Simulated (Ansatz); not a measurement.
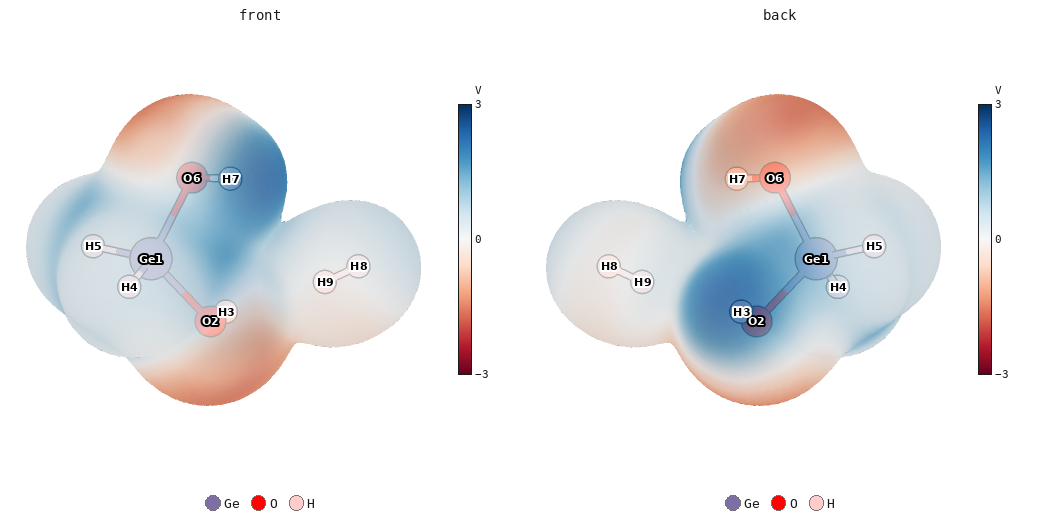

Figure. GeH4O2···H2. The electrostatic potential painted on the density surface at 0.002 e/bohr³, seen from the front and from behind; red is negative and blue positive.

Level of theory: RKS r2SCAN-D4/def2-SVP in Ansatz 0.2.0.

Input file:

```
crystal:
  periodic: [false, false, false]
  atoms:
    - { symbol: Ge, position_ang: [-0.17842, 0.138702, 0.093079] }
    - { symbol: O, position_ang: [-0.102234, 0.102449, 1.867794] }
    - { symbol: H, position_ang: [-0.941913, 0.350056, 2.275148] }
    - { symbol: H, position_ang: [1.274604, 0.042148, -0.377184] }
    - { symbol: H, position_ang: [-0.906176, 1.396544, -0.398722] }
    - { symbol: O, position_ang: [-1.22375, -1.178501, -0.486009] }
    - { symbol: H, position_ang: [-0.901991, -2.031718, -0.1693] }
    - { symbol: H, position_ang: [1.033726, -2.197996, 0.916658] }
    - { symbol: H, position_ang: [0.868454, -1.859884, 1.526637] }
basis:
  gaussian: { orbitals: def2-SVP }
hamiltonian:
  xc: r2scan
  dispersion: d4
relax:
  f_tol: 0.03
  max_steps: 50
output:
  orbitals: {}
```

Launched as:

```sh
ansatz run input.yaml --threads 2 --pin off --max-ram 3072MiB --backend cpu --events-out ev --progress --plain --runs-dir out
```

The fields are those of the run's last geometry, not of the input's.

> Where is the surface potential most negative and most positive?

The most negative region (about −1.6 V, or −37 kcal/mol for a unit charge) lies over O2 and O6, the most positive (about +2.4 V, or +55 kcal/mol for a unit charge) over H3 and H7.
